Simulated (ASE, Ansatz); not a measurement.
# Generalised stacking fault on (112) of a Nb-Li solid solution (54 atoms): a single point

What does DFT give for generalised stacking fault on (112) of a Nb-Li solid solution (54 atoms) as built?

Calculated with Ansatz 0.2.0; Kohn-Sham DFT, r2SCAN, PAW (set soft_2), plane waves.

### 1. Set-up

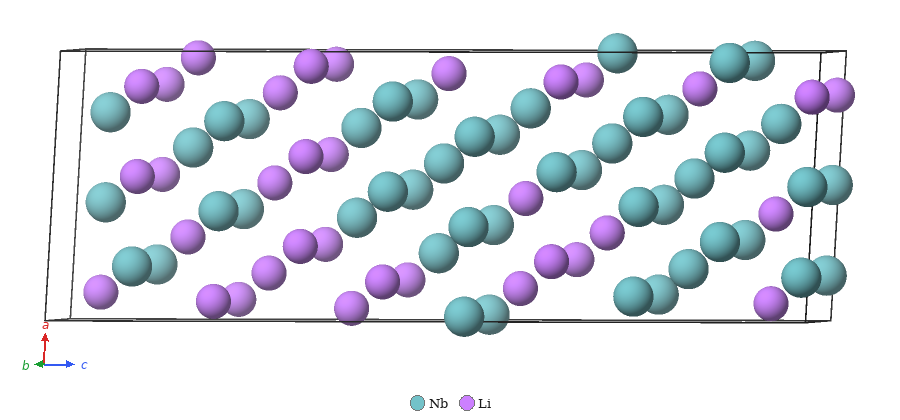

The starting structure, seen from the side, with the c axis across the page (niobium teal, lithium purple). Some periodic images of atoms are drawn too.

The cell holds 54 atoms: 30 Nb and 24 Li. Its edges and angles: a = 8.820 Å, b = 4.801 Å, c = 25.190 Å, α = 90.0°, β = 86.7°, γ = 90.0°. It derives from Nb and Li. Bcc Nb lattice (a = 3.3949 Å, the value set for the mixture), cell with z along [112], 3 x 1 x 3 periods; the third cell vector is tilted by 0.500 of 1/2<111> (its sense, twinning or antitwinning, isn't checked) and lengthened by 0.2 Å, so the cell holds one fault; displaced by a Gaussian of 0.01 Å; 24 of 54 Nb sites given to Li at random (lattice constant by Vegard's rule between Nb and Li).

What the set-up can't give: The cell is under 6 Å thick along one periodic direction, so every atom has periodic images of itself close by, which move with it and show among its neighbours and in g(r). The host structure and its lattice constant were typed by rule, without a check against the phase diagram.

### 2. Plane-wave single point

The electrons are solved once, with the atoms held.

Input file input.yaml:

```yaml
crystal:
  lattice:
    - [8.82021, 0.0, 0.0]
    - [0.0, 4.80111, 0.0]
    - [1.47006, 0.0, 25.14732]
  atoms:
    - { symbol: Nb, position: [0.50289, 0.99947, 0.99218] }
    - { symbol: Nb, position: [0.16688, 0.00111, 0.99115] }
    - { symbol: Li, position: [0.83579, 0.00176, 0.9917] }
    - { symbol: Nb, position: [0.76977, 0.49721, 0.05379] }
    - { symbol: Nb, position: [0.43596, 0.50134, 0.05439] }
    - { symbol: Li, position: [0.10272, 0.50079, 0.05474] }
    - { symbol: Li, position: [0.86988, 0.00146, 0.10948] }
    - { symbol: Li, position: [0.53593, 0.00013, 0.11046] }
    - { symbol: Nb, position: [0.20234, 0.99986, 0.11033] }
    - { symbol: Nb, position: [0.63981, 0.49904, 0.16508] }
    - { symbol: Li, position: [0.30833, 0.5014, 0.16508] }
    - { symbol: Li, position: [0.9722, 0.49827, 0.1651] }
    - { symbol: Nb, position: [0.7417, 0.99869, 0.22063] }
    - { symbol: Nb, position: [0.40806, 0.00201, 0.21994] }
    - { symbol: Li, position: [0.07351, 0.99825, 0.21994] }
    - { symbol: Li, position: [0.84338, 0.50004, 0.27551] }
    - { symbol: Li, position: [0.50934, 0.49971, 0.27512] }
    - { symbol: Li, position: [0.17507, 0.50076, 0.27439] }
    - { symbol: Li, position: [0.61135, 0.00071, 0.33064] }
    - { symbol: Li, position: [0.27821, 0.00508, 0.33017] }
    - { symbol: Li, position: [0.94576, 0.99838, 0.3307] }
    - { symbol: Nb, position: [0.714, 0.50104, 0.38487] }
    - { symbol: Nb, position: [0.38104, 0.49757, 0.3858] }
    - { symbol: Li, position: [0.04533, 0.49898, 0.38556] }
    - { symbol: Nb, position: [0.81592, 0.00098, 0.44071] }
    - { symbol: Nb, position: [0.48171, 0.00081, 0.44102] }
    - { symbol: Li, position: [0.14732, 0.00361, 0.44099] }
    - { symbol: Nb, position: [0.58309, 0.501, 0.49625] }
    - { symbol: Nb, position: [0.25031, 0.4988, 0.49601] }
    - { symbol: Li, position: [0.91606, 0.50142, 0.49596] }
    - { symbol: Nb, position: [0.68608, 0.99869, 0.55094] }
    - { symbol: Nb, position: [0.35126, 0.00473, 0.54988] }
    - { symbol: Nb, position: [0.01911, 0.00037, 0.55086] }
    - { symbol: Nb, position: [0.78807, 0.50211, 0.60604] }
    - { symbol: Li, position: [0.45381, 0.50218, 0.6064] }
    - { symbol: Li, position: [0.12025, 0.50218, 0.60614] }
    - { symbol: Nb, position: [0.5557, 0.99371, 0.6612] }
    - { symbol: Li, position: [0.22378, 0.99922, 0.66148] }
    - { symbol: Li, position: [0.88995, 0.00199, 0.66046] }
    - { symbol: Nb, position: [0.65866, 0.49864, 0.71581] }
    - { symbol: Li, position: [0.32697, 0.50163, 0.71604] }
    - { symbol: Nb, position: [0.99287, 0.50192, 0.71598] }
    - { symbol: Nb, position: [0.76132, 0.99908, 0.77107] }
    - { symbol: Nb, position: [0.42772, 0.99828, 0.77183] }
    - { symbol: Nb, position: [0.09514, 0.00102, 0.77176] }
    - { symbol: Nb, position: [0.52957, 0.50165, 0.82658] }
    - { symbol: Nb, position: [0.19364, 0.50277, 0.82574] }
    - { symbol: Li, position: [0.86184, 0.50352, 0.82697] }
    - { symbol: Nb, position: [0.62939, 0.00143, 0.88108] }
    - { symbol: Nb, position: [0.2982, 0.00151, 0.88147] }
    - { symbol: Nb, position: [0.96221, 0.00062, 0.88076] }
    - { symbol: Nb, position: [0.73275, 0.49809, 0.93645] }
    - { symbol: Li, position: [0.39853, 0.50147, 0.93643] }
    - { symbol: Li, position: [0.06611, 0.50072, 0.93671] }
kpoints:
  mp_grid: { grid: [2, 4, 1] }
hamiltonian:
  xc: r2scan
scf:
  occupations: { method: fermi_dirac, width: 0.1 }
output:
  forces: true
  stress: true
  populations: true
  dos:
    method: { smearing: { sigma: 0.1 } }
    de: 0.1
    projected: { site_lists: { Li: [Li], Nb: [Nb] } }
  eigenvalues: true
  write_density: true
  write_potential: true
  volumetric_format: npy
```

Launch:

```
ansatz run input.yaml --threads 8 --pin off --max-ram 15872MiB --backend cpu --events-out ev --progress --plain --runs-dir out
```

Log:

```text
Engine: ansatz 0.2.0, aarch64-unknown-linux-gnu
Pseudopotentials: kind: paw
Pseudopotential: Nb, paw, valence charge 13, recommended cutoff 500 eV (meta_gga), Nb.paw.azcp
Pseudopotential: Li, paw, valence charge 3, recommended cutoff 500 eV (meta_gga), Li.paw.azcp
[... 6 lines on functional and potentials left out ...]
Crystal: 54 atoms, lattice volume = 1064.908 Å³
Basis set: ecut = 500 eV, 27095 PW (Γ), exchange–correlation on 288×144×768 points (64 copies of the dense FFT grid, shifted against one another)
Bands: 285, of which v1, the nominal top of the filled ones, is band 231 counted from 1 (230 counted from 0)
Symmetry: 1 space group operations
Space group: P1 (ITA 1), of the structure as read, at distance tolerance 1.0e-4 Å
k-points: 6 of 8 (time reversal used)
[... 6 lines on functional and potentials left out ...]
Initial density: superposition of atomic densities (neutral atoms: chi_scale 0, normalization atom), corrected by the library's trained network
Initial wavefunctions: pseudopotential atomic-orbital guess
Functional: x = r2scan, c = r2scan; τ floored in thin density (d = 2e-4 eV/Å³)
SCF iter   1: F=—  HF=-141801.162804 eV  |F-HF|=—  |Δ(HF+E_count)|=         —  Δρ=1.06e-2  dr2=3.13e1  dr2_τ=4.26e-1  ethr=1.77e-3  ⟨swp⟩=10.2  Hψ=7794  notcnv=0
preconditioner: auto → Kerker (q_TF=auto, 2.374 Å⁻¹)  [metal: Δε(μ)=0.004 eV  Ē_g=2.723 eV  σ=0.100 eV  W_gap=0.01  n_scr=234 (ndim 8)  ℏωp=15.0 eV  f_vac=0.000  D(μ)=61.41/eV (n_scr^D=620)]
SCF iter   2: F=—  HF=-141801.281537 eV  |F-HF|=—  |Δ(HF+E_count)|=   1.19e-1  Δρ=7.30e-3  dr2=5.33e0  dr2_τ=2.29e-1  ethr=1.77e-3  ⟨swp⟩=2.0  Hψ=2147  notcnv=0
SCF iter   3: F=—  HF=-141801.246090 eV  |F-HF|=—  |Δ(HF+E_count)|=   3.54e-2  Δρ=3.59e-3  dr2=1.53e0  dr2_τ=2.07e-2  ethr=1.15e-3  ⟨swp⟩=1.2  Hψ=1711  notcnv=0
SCF iter   4: F=—  HF=-141801.255942 eV  |F-HF|=—  |Δ(HF+E_count)|=   9.85e-3  Δρ=3.04e-3  dr2=7.69e-1  dr2_τ=2.63e-2  ethr=3.31e-4  ⟨swp⟩=1.0  Hψ=1710  notcnv=0
SCF iter   5: F=—  HF=-141801.240384 eV  |F-HF|=—  |Δ(HF+E_count)|=   1.56e-2  Δρ=7.95e-4  dr2=8.04e-2  dr2_τ=1.50e-3  ethr=1.66e-4  ⟨swp⟩=1.0  Hψ=1710  notcnv=0
SCF iter   6: F=—  HF=-141801.241238 eV  |F-HF|=—  |Δ(HF+E_count)|=   8.54e-4  Δρ=5.44e-4  dr2=1.19e-2  dr2_τ=1.10e-3  ethr=1.74e-5  ⟨swp⟩=1.0  Hψ=1710  notcnv=0
SCF iter   7: F=—  HF=-141801.241223 eV  |F-HF|=—  |Δ(HF+E_count)|=   1.52e-5  Δρ=2.46e-4  dr2=4.16e-3  dr2_τ=1.50e-4  ethr=2.58e-6  ⟨swp⟩=1.8  Hψ=1802  notcnv=0
SCF iter   8: F=—  HF=-141801.241305 eV  |F-HF|=—  |Δ(HF+E_count)|=   8.14e-5  Δρ=1.62e-4  dr2=2.75e-3  dr2_τ=5.13e-5  ethr=9.01e-7  ⟨swp⟩=1.0  Hψ=1710  notcnv=0
SCF iter   9: F=—  HF=-141801.241335 eV  |F-HF|=—  |Δ(HF+E_count)|=   3.02e-5  Δρ=9.73e-5  dr2=7.98e-4  dr2_τ=3.62e-5  ethr=5.95e-7  ⟨swp⟩=1.0  Hψ=1710  notcnv=0
SCF iter  10: F=—  HF=-141801.241337 eV  |F-HF|=—  |Δ(HF+E_count)|=   2.01e-6  Δρ=4.64e-5  dr2=1.49e-4  dr2_τ=9.04e-6  ethr=1.73e-7  ⟨swp⟩=1.2  Hψ=1735  notcnv=0
SCF iter  11: F=—  HF=-141801.241322 eV  |F-HF|=—  |Δ(HF+E_count)|=   1.45e-5  Δρ=2.73e-5  dr2=1.47e-5  dr2_τ=6.61e-7  ethr=3.22e-8  ⟨swp⟩=1.0  Hψ=1710  notcnv=0
SCF iter  12: F=—  HF=-141801.242840 eV  |F-HF|=—  |Δ(HF+E_count)|=   1.52e-3  Δρ=1.68e-5  dr2=1.04e-5  dr2_τ=7.42e-7  ethr=3.17e-9  ⟨swp⟩=2.0  Hψ=2135  notcnv=0
SCF iter  13: F=—  HF=-141801.242840 eV  |F-HF|=—  |Δ(HF+E_count)|=   2.55e-7  Δρ=6.88e-6  dr2=2.35e-6  dr2_τ=1.06e-7  ethr=2.25e-9  ⟨swp⟩=1.5  Hψ=1748  notcnv=0
SCF iter  14: F=—  HF=-141801.242840 eV  |F-HF|=—  |Δ(HF+E_count)|=   9.87e-8  Δρ=5.44e-6  dr2=1.67e-6  dr2_τ=8.68e-8  ethr=5.08e-10  ⟨swp⟩=2.0  Hψ=1935  notcnv=0
SCF iter  15: F=—  HF=-141801.242840 eV  |F-HF|=—  |Δ(HF+E_count)|=   1.97e-8  Δρ=2.37e-6  dr2=1.40e-7  dr2_τ=9.02e-9  ethr=3.62e-10  ⟨swp⟩=1.0  Hψ=1710  notcnv=0
SCF iter  16: F=—  HF=-141801.242840 eV  |F-HF|=—  |Δ(HF+E_count)|=   2.64e-8  Δρ=1.64e-6  dr2=1.47e-7  dr2_τ=4.93e-9  ethr=2.16e-11  ⟨swp⟩=9.8  Hψ=9216  notcnv=0
SCF iter  17: F=-141801.242840 eV  HF=-141801.242840 eV  |F-HF|=2.11e-8  |Δ(HF+E_count)|=   4.10e-9  Δρ=1.03e-6  dr2=3.41e-8  dr2_τ=1.74e-9  ethr=2.16e-11  ⟨swp⟩=6.0  Hψ=8614  notcnv=0
SCF 1 converged in 17 iterations: F = -141801.242840 eV  dr2 = 3.41e-8
  greatest PAW one-centre occupation: 1.000 electrons in one spin orbital (limit 2), on the Nb atom at site 48 (counted from 0), in its partial waves of l = 0
SCF converged after 17 iterations
Free energy (F): -141801.242840 eV
Harris-Foulkes:  -141801.242840 eV  (|F-HF|=2.11e-8)
Internal energy: -141799.258580 eV  (E = F + TS)
E sigma→0 (E₀):  -141800.250710 eV
Entropy (-TS):   -1.984260 eV (-36.746 meV/atom)
Fermi energy:    9.186110 eV
--- Per-component energies (eV) ---
  E_band       = -7391.680667
  E_kinetic    = 12165.768843
  E_local      = -53484.970588  (includes V_loc(G=0)·N_el)
  E_nonlocal   = 2805.359904
  E_hartree    = 20801.154790
  E_xc         = -5245.701450
  E_vxc        = -7324.158803  (∫ρ·V_xc dr)
  E_paw        = -93227.346253  (= ΣΔE_a)
  E_vpaw       = -3620.697662  (= ΣTr[D̂ρ^β])
  E_aug_tail   = -0.002350  (compensation charges beyond the density's cutoff)
  E_vtau       = 464.697254  (kinetic-family band-sum trace: ∫τ·v_τ [+ j·A + Jᵃ·Aᵃ] dr)
  E_ewald      = -25607.748556
  E_core_change = -5.772921  (= ΣΔE_core)
  E_smearing   = -1.984260  (= −TS)
  E_closure    = 0.000000  (closes the sum)
  Σ components = -141801.242840   (vs F -141801.242840, Δ=0.00e0)
--- Forces (eV/Å), atoms counted from 1 ---
  atom   1  Nb     0.04450573     0.02615986    -0.05245533
  atom   2  Nb     1.62105513    -0.01265920     0.51280527
  atom   3  Li     0.05291518    -0.06272103    -0.09678673
  atom   4  Nb    -2.11741978     0.08415525    -0.21409868
  atom   5  Nb     0.19849892    -0.02208171    -0.04308734
  atom   6  Li    -0.08914195    -0.00255625     0.07609954
  atom   7  Li    -0.12210367    -0.04165686     0.07853818
  atom   8  Li     0.42592616     0.00032120    -0.08984492
  atom   9  Nb     1.65876376     0.02059230    -1.52359704
  atom  10  Nb    -0.28654093    -0.01405082     0.07666848
  atom  11  Li    -0.23791647    -0.00564825     0.05978031
  atom  12  Li     0.03707015     0.01106198    -0.12878873
  atom  13  Nb    -2.17776117     0.01827014    -1.09868043
  atom  14  Nb     1.93946358    -0.01130108    -1.17613596
[...]
atom  53  Li    -0.29021432    -0.01027069     0.13534639
  atom  54  Li     0.07246394     0.00098054     0.09075918
  max |Σ_I F_I| component: 3.14e-5 eV/Å
--- Stress (GPa, compression-positive) ---
      -11.937292       0.024924       0.275859
        0.024924     -10.076077       0.046224
        0.275859       0.046224     -10.428690
  P = ⅓ Tr σ = -10.8140 GPa (-108.140 kbar)
--- Band table (eV; the first three rows and the last of 6) ---
  k-point 0: bands = ["-47.7578", "-47.7173", "-47.5970", "-47.5819", [... 269 levels ...], "11.1386", "11.2049", "11.2272", "11.3075", "11.3141", "11.4194", "11.4686", "11.4916", "11.5081", "11.5815", "11.5905", "11.6449"]
[...]
--- Löwdin populations: 54 sites ---
  site symbol       q [e]
     0     Nb     13.0158
     1     Nb     13.1718
     2     Li      2.6616
[...]
53     Li      2.6442
  spilling = 0.008865 (of n_electrons = 462.000000)
```

The job ended after 1.8 min (8 threads of Arm Neoverse V2, shared host; peak memory 8.6 GiB).

The run gave:

| Quantity | Value |
| --- | --- |
| free energy | -141801.2428 eV |
| free energy per atom | -2625.9489 eV/atom |
| SCF cycles | 17 |
| pressure | -10.81 GPa |
| r.m.s. force component | 0.5391 eV/Å |
| longest force | 2.594 eV/Å |
| Fermi energy | 9.186 eV |
| levels partly filled by over 2 per cent | 129 |
| spilling of the projection | 0.008865 |

Length of the force by element:

| element | coordination | atoms | mean length of the force (eV/Å) | spread | least | most |
| --- | --- | --- | --- | --- | --- | --- |
| Li | all | 24 | 0.211 | 0.0996 | 0.0758 | 0.435 |
| Nb | all | 30 | 0.945 | 0.795 | 0.0736 | 2.59 |

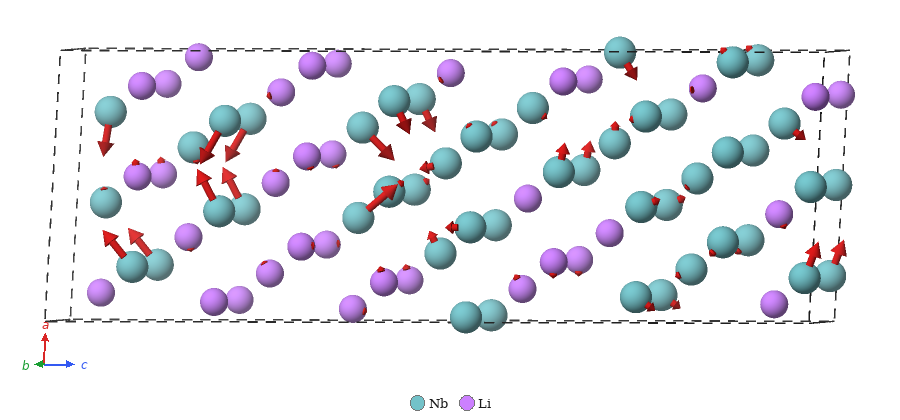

Forces as arrows; the longest in the cell is 2.59 eV/Å. Some periodic images of atoms are drawn too.

Density of states as counts of states in windows of 1 eV (from the Fermi level), total and the larger projections:

| from (eV) | to (eV) | total | Nb d | Nb s | Li s |
| --- | --- | --- | --- | --- | --- |
| -14 | -6 | 0.0 | 0.0 | 0.0 | 0.0 |
| -6 | -5 | 0.8 | 0.0 | 0.6 | 0.1 |
| -5 | -4 | 5.0 | 0.2 | 3.6 | 1.1 |
| -4 | -3 | 12.2 | 2.5 | 6.9 | 2.5 |
| -3 | -2 | 33.9 | 22.3 | 6.8 | 4.2 |
| -2 | -1 | 57.2 | 47.9 | 3.8 | 4.1 |
| -1 | 0 | 65.7 | 56.0 | 3.0 | 3.6 |
| 0 | 1 | 48.4 | 38.1 | 2.8 | 2.7 |

About 287 of the 462 electrons lie in deeper levels, below the stored range.

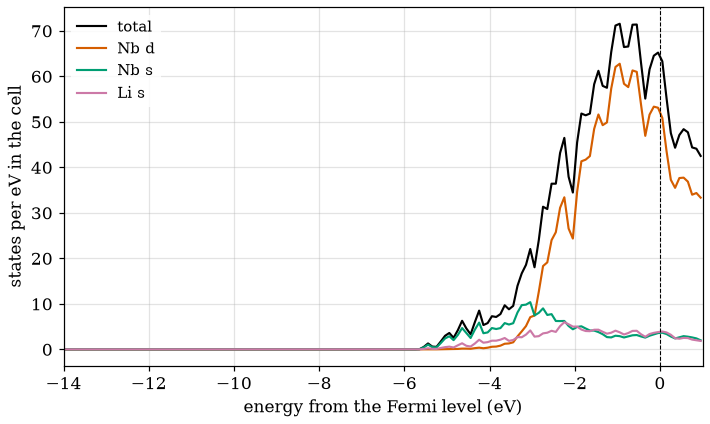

Total and projected density of states, with the broadening of the input.

The levels nearest the highest filled one (over half full), pooled over k-points and spins:

| level less the highest filled one (eV) | occupation |
| --- | --- |
| -0.0208 | 1.11 |
| -0.0186 | 1.10 |
| -0.0118 | 1.06 |
| -0.0082 | 1.05 |
| -0.0047 | 1.03 |
| 0 | 1.01 |
| 0.0063 | 0.974 |
| 0.0079 | 0.966 |
| 0.0101 | 0.955 |
| 0.0158 | 0.927 |
| 0.0247 | 0.883 |
| 0.0276 | 0.869 |

(Continued in part 2 of 2.)

[Logs are printed without paths, hosts, clocks, repeated set-up lines and the standing remarks that a program may print on its own settings, such as how far it seeks lower states.]

[Hosts, paths, dates, database ids (printed as entryN), source tags and the programs' standing remarks are cut or masked in the printed files.]
